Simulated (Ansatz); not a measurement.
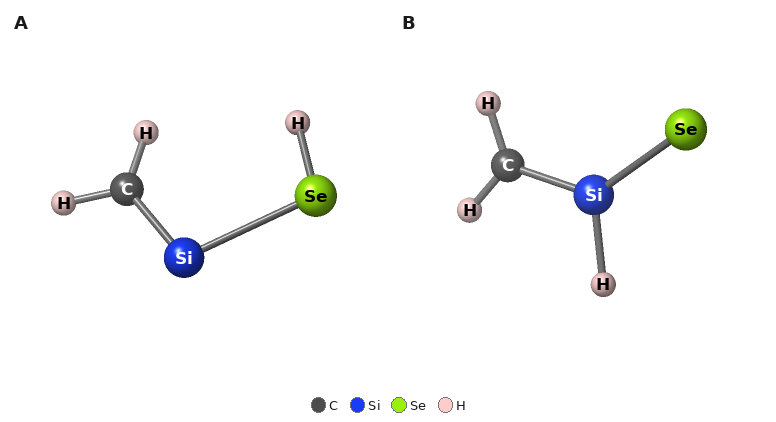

2 stationary structures of one formula. Charge −1, singlet. Geometries: PBE0-D4/def2-TZVPD. Electronic energies: r2SCAN-D4/def2-TZVPPD (Ansatz 0.2.0), without zero-point energy. No frequency run is at hand to confirm each as a minimum.

**Which structure is the most stable?**

B is lowest (Cs); A lies 1.152 eV above it (Cs).

Give E(B) − E(A) in eV at these levels too: RHF-CCSD(T) (frozen core)/def2-TZVPPD; PBE-D4/def2-TZVPPD; PBE0-D4/def2-TZVPD; ωB97M-V/def2-TZVPPD; B3LYP-D4/def2-TZVPPD; PBE0-D4/def2-TZVPPD; r2SCAN-D4/def2-TZVPPD.

```json
{"level": "RHF-CCSD(T) (frozen core)/def2-TZVPPD", "E(B) − E(A) (eV)": "−1.022"}
{"level": "PBE-D4/def2-TZVPPD", "E(B) − E(A) (eV)": "−0.996"}
{"level": "PBE0-D4/def2-TZVPD", "E(B) − E(A) (eV)": "−1.088"}
{"level": "ωB97M-V/def2-TZVPPD", "E(B) − E(A) (eV)": "−1.038"}
{"level": "B3LYP-D4/def2-TZVPPD", "E(B) − E(A) (eV)": "−1.052"}
{"level": "PBE0-D4/def2-TZVPPD", "E(B) − E(A) (eV)": "−1.084"}
{"level": "r2SCAN-D4/def2-TZVPPD", "E(B) − E(A) (eV)": "−1.152"}
```
